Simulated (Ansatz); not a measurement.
# Pt (111): surface energy and levels

The task, for Pt: cut the (111) surface, relax it and get its surface energy and levels.

Program: Ansatz 0.2.0. Level of theory: DFT PBEsol, scalar-relativistic, plane waves, PAW. These are calculated values, not measurements.

1 further run of the same task is left out (set aside as unsound or not needed).

### Step 1. The starting structure

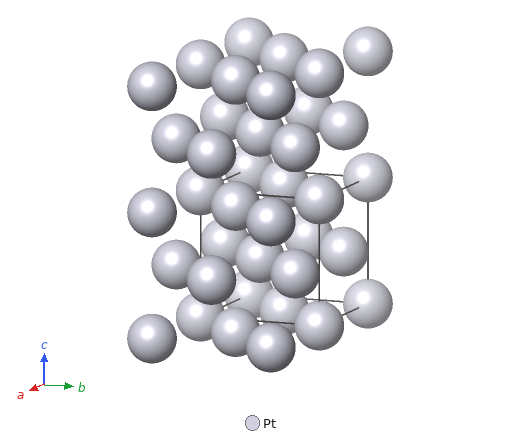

The starting structure, seen slightly off an axis (platinum light grey). 2×1×2 cells are drawn. Atoms on the faces are drawn again on the opposite ones. The cell drawn here is the conventional one.

As a file:

```cif
data_structure
_symmetry_space_group_name_H-M 'Fm-3m'
_symmetry_Int_Tables_number 225
_cell_length_a 3.9181
_cell_length_b 3.9181
_cell_length_c 3.9181
_cell_angle_alpha 90.000
_cell_angle_beta 90.000
_cell_angle_gamma 90.000
_cell_volume 60.15
loop_
_atom_site_label
_atom_site_type_symbol
_atom_site_symmetry_multiplicity
_atom_site_Wyckoff_symbol
_atom_site_fract_x
_atom_site_fract_y
_atom_site_fract_z
_atom_site_occupancy
Pt1 Pt 4 a 0.00000 0.00000 0.00000 1
```

This cell was relaxed beforehand with the same method: volume 15.04 Å³/atom, gap on the mesh none (metal).

### Step 2. The bulk in the cell of the plane

input.yaml

```yaml
crystal:
  lattice:
    - [2.7705009806, 0.0, 0.0]
    - [-1.3852504903, 2.3993242304, 0.0]
    - [1.3852504903, 0.7997747435, 2.2621045781]
  atoms:
    - { symbol: Pt, position: [0.0, 0.0, 0.0] }
basis:
  ecutwfc: 420
kpoints:
  mp_grid: { grid: [15, 15, 15] }
hamiltonian:
  xc: pbesol
scf:
  occupations: { method: gaussian, width: 0.1 }
output:
  forces: true
  stress: true
  eigenvalues: true
```

Launch:

```
$ ansatz run input.yaml --threads 1 --pin off --max-ram 2560MiB --backend cpu --events-out ev --progress --plain --runs-dir out
```

Log (excerpt; [...] marks lines left out):

```text
Warning: RAYON_NUM_THREADS=1 ignored (pool sized by the plan → 1); use --threads N
[...]
Pseudopotentials: kind: paw
Pseudopotential: Pt, paw, valence charge 18, recommended cutoff 420 eV (normal), Pt.paw.azcp
Functional definition: PBEsol
[...]
Crystal: 1 atoms, lattice volume = 15.037 Å³
Basis set: ecut = 420 eV, 283 PW (Γ), exchange–correlation on 40×40×40 points (8 copies of the dense FFT grid, shifted against one another)
Bands: 13, of which v1, the nominal top of the filled ones, is band 9 counted from 1 (8 counted from 0)
Symmetry: 48 space group operations
Space group: Fm-3m (ITA 225), of the structure as read, at distance tolerance 2.5e-5 Å
k-points: 120 of 3375
[...]
SCF iter   1: F=—  HF=-12383.824489 eV  |F-HF|=—  |Δ(HF+E_count)|=         —  Δρ=6.35e-3  dr2=4.65e-3  ethr=1.77e-3  ⟨swp⟩=5.0  Hψ=8618  notcnv=0
[...]
SCF iter   6: F=-12383.822972 eV  HF=-12383.822972 eV  |F-HF|=1.09e-11  |Δ(HF+E_count)|=   2.01e-9  Δρ=6.01e-7  dr2=1.18e-11  ethr=5.04e-11  ⟨swp⟩=2.0  Hψ=4706  notcnv=0
[...]
SCF converged after 6 iterations
Free energy (F): -12383.822972 eV
[...]
E sigma→0 (E₀):  -12383.818913 eV
Entropy (-TS):   -0.008117 eV (-8.117 meV/atom)
Fermi energy:    23.338214 eV
[...]
--- Forces (eV/Å), atoms counted from 1 ---
  atom   1  Pt    -0.00000000    -0.00000000    -0.00000000
[...]
--- Stress (GPa, compression-positive) ---
        0.040575      -0.000000      -0.000000
        0.000000       0.040575       0.000000
       -0.000000       0.000000       0.040575
  P = ⅓ Tr σ = 0.0406 GPa (0.406 kbar)
--- Band table (eV; the first three rows and the last of 120) ---
  k-point 0: bands = ["-75.2435", "-29.1910", "-29.1910", "-29.1910", "12.9816", "19.4873", "19.4873", "19.4873", "21.6817", "21.6817", "37.8731", "42.8228", "42.8228"]
[...]
```

Run time: 0.73 s. Hardware: 1 thread of AMD EPYC 9R45 (Zen 5), shared host; peak memory 0.34 GiB.

Bulk reference and slab share their plane, in-plane mesh and smearing. Its energy with the smearing taken to zero: -12383.8189 eV/atom.

### Step 3. The (111) slab

Planes are indexed in the bulk's conventional cell (Fm-3m (No. 225)), a = 3.918 Å, b = 3.918 Å, c = 3.918 Å, α = 90.00°, β = 90.00°, γ = 90.00°.

Cut from the relaxed bulk: a (111) slab, 11.3 Å thick as cut, with 15 Å of vacuum; its outer planes are Pt (top) and Pt (bottom).

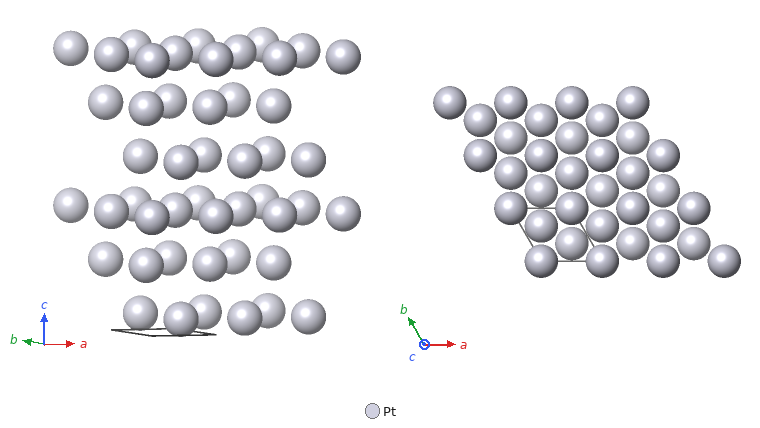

The slab as cut, seen from the side (left, normal up) and from above (right); platinum light grey. 3×3 surface cells are drawn (two deep in side views), with atoms on the cell's edges repeated; the outline under the slab is one cell, and the vacuum is left out.

### Step 4. Single point on the unrelaxed (111) slab

The cell repeats along c, and a dipole correction in the vacuum removes the field between the copies.

input.yaml

```yaml
crystal:
  lattice:
    - [2.7705009806, 0.0, 0.0]
    - [-1.3852504903, 2.3993242304, 0.0]
    - [0.0, 0.0, 26.3105228905]
  atoms:
    - { symbol: Pt, position: [0.6666666667, 0.3333333333, 0.2850570485] }
    - { symbol: Pt, position: [0.3333333333, 0.6666666667, 0.3710342291] }
    - { symbol: Pt, position: [0.0, 0.0, 0.4570114097] }
    - { symbol: Pt, position: [0.6666666667, 0.3333333333, 0.5429885903] }
    - { symbol: Pt, position: [0.3333333333, 0.6666666667, 0.6289657709] }
    - { symbol: Pt, position: [0.0, 0.0, 0.7149429515] }
basis:
  ecutwfc: 420
kpoints:
  mp_grid: { grid: [15, 15, 1] }
hamiltonian:
  xc: pbesol
scf:
  occupations: { method: gaussian, width: 0.1 }
output:
  forces: true
  stress: true
  eigenvalues: true
  write_density: true
  write_potential: true
  elf: true
  volumetric_format: npy
efield:
  axis: 3
  dipole_correction: true
```

Launch:

```
$ ansatz run input.yaml --threads 1 --pin off --max-ram 2560MiB --backend cpu --events-out ev --progress --plain --runs-dir out
```

Log (excerpt; [...] marks lines left out):

```text
Warning: RAYON_NUM_THREADS=1 ignored (pool sized by the plan → 1); use --threads N
[...]
[... 3 set-up lines as earlier in the session ...]
[...]
Crystal: 6 atoms, lattice volume = 174.895 Å³
Basis set: ecut = 420 eV, 3459 PW (Γ), exchange–correlation on 40×40×360 points (8 copies of the dense FFT grid, shifted against one another)
Bands: 65, of which v1, the nominal top of the filled ones, is band 54 counted from 1 (53 counted from 0)
Symmetry: 6 space group operations
k-points: 27 of 225 (time reversal used)
[...]
SCF iter   1: F=—  HF=-74301.489124 eV  |F-HF|=—  |Δ(HF+E_count)|=         —  Δρ=1.39e-2  dr2=4.30e0  ethr=1.77e-3  p=0.000 e·Å  D=2.13e-13 V/Å  ΔV_dip=-0.00 eV  dr2_dipole=2.01e-6  V_vac-E_F(+/−)=5.24/5.24 eV  ⟨swp⟩=8.5  Hψ=7739  notcnv=0  defer=15
[...]
WARN: The output density's exchange-correlation potential varies sharply where the density is thin. Do not read a vacuum level from v_tot or v_xc, or from such a field of the output density. On a cell that repeats whose density bears no net charge and no dipole along the vacuum's axis use [...]
SCF converged after 10 iterations
Free energy (F): -74301.423685 eV
[...]
E sigma→0 (E₀):  -74301.397656 eV
Entropy (-TS):   -0.052059 eV (-8.677 meV/atom)
Fermi energy:    9.160888 eV
Dipole field:    D = 0.000005 V/Å  (p = 0.000005 e·Å, saw-weighted, corrected)
Work function:   Φ+ = 5.8477 eV   Φ− = 5.8478 eV
Levels:          The Fermi level and band energies are counted from a zero that moves with the ramp; work functions are not
[...]
--- Forces (eV/Å), atoms counted from 1 ---
  atom   1  Pt     0.00000000    -0.00000000    -0.14808669
  atom   2  Pt     0.00000000    -0.00000000     0.21511743
  atom   3  Pt     0.00000000     0.00000000     0.02854092
  atom   4  Pt    -0.00000000    -0.00000000    -0.02853899
  atom   5  Pt    -0.00000000     0.00000000    -0.21512191
  atom   6  Pt     0.00000000     0.00000000     0.14809500
[...]
--- Stress (GPa, compression-positive) ---
       -4.474610       0.000000       0.000000
        0.000000      -4.474610       0.000000
        0.000000      -0.000000       0.138417
  P = ⅓ Tr σ = -2.9369 GPa (-29.369 kbar)
--- Band table (eV; the first three rows and the last of 27) ---
[...]
```

Run time: 16 s. Hardware: 1 thread of AMD EPYC 9R45 (Zen 5), shared host; peak memory 0.55 GiB.

This gives work function 5.85 eV.

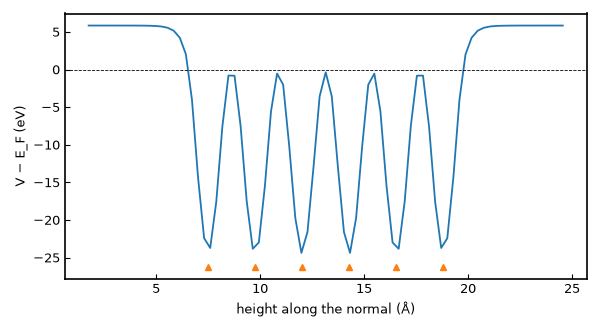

Plane-averaged electrostatic potential energy of an electron across the slab, counted from the Fermi level; triangles mark the atomic planes. The flat parts are the vacuum levels.

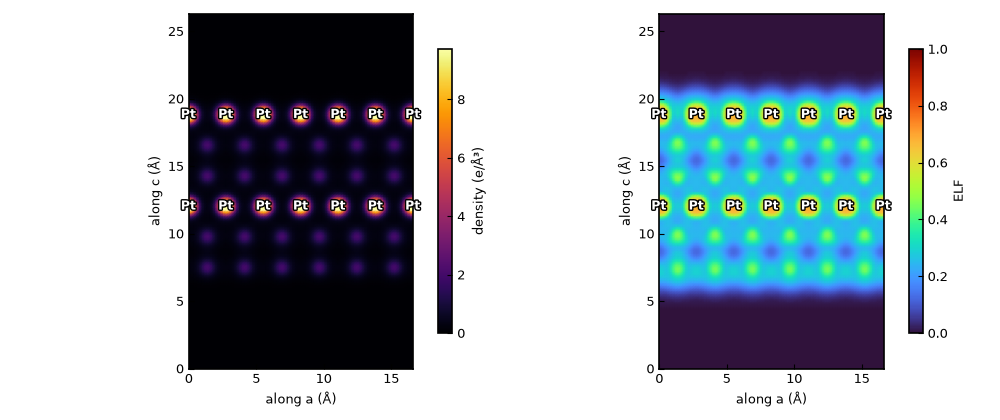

Density (left) and ELF (right) in a lattice plane of the grid's cell (edges 2.77 and 26.31 Å, at 0.000 of the third edge), which holds Pt. Only atoms in the plane are labelled; the density scale stops at 9.73 e/Å³. Both are smooth fields of the valence electrons: close to the nuclei they are not physical.

(Part 1 of 2 ends here.)
